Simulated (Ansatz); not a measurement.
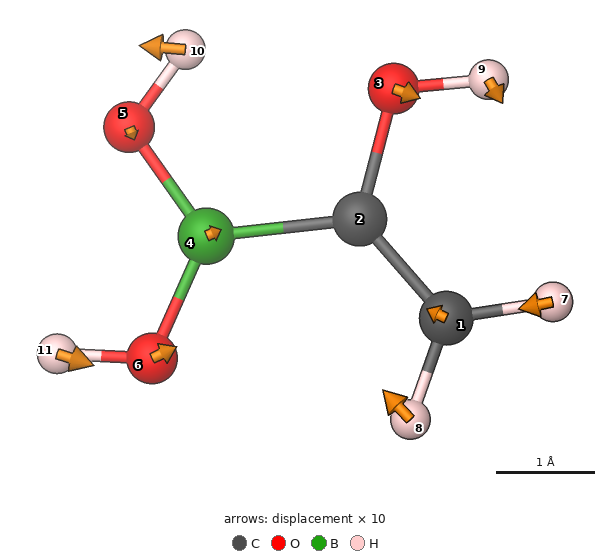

This is a relaxation of C2H5BO3. The starting structure is drawn; orange arrows show the displacements, magnified 10 times. The two geometries are superimposed by the best rigid fit.

Style: ball-and-stick. Shown face on.

The start comes from PBE-D4/def2-SVP.

These are results of Ansatz 0.2.0, RKS PBE0-D4/def2-TZVP, not measurements. Set-up: force threshold 0.005 eV/Å; at most 150 steps.

Which element moves most?

Answer. Hydrogen: up to 0.049 Å, against 0.031 Å for oxygen.

What happened in the run?

Answer. After 5 geometry steps the energy has fallen by 0.051 eV. Largest force component: 0.67 eV/Å at the start, 0.0035 eV/Å at the end. The largest move after the best rigid fit is that of H10, 0.049 Å. By element the largest moves are H 0.049 Å, O 0.031 Å, C 0.024 Å, B 0.018 Å. Among the contacts that change: C1–C2 1.352 → 1.331 Å, C1–H7 1.104 → 1.087 Å, C1–H8 1.098 → 1.081 Å, O3–H9 0.977 → 0.962 Å. Among the angles between lasting bonds that change: B4–O5–H10 108.7° → 111.1°.
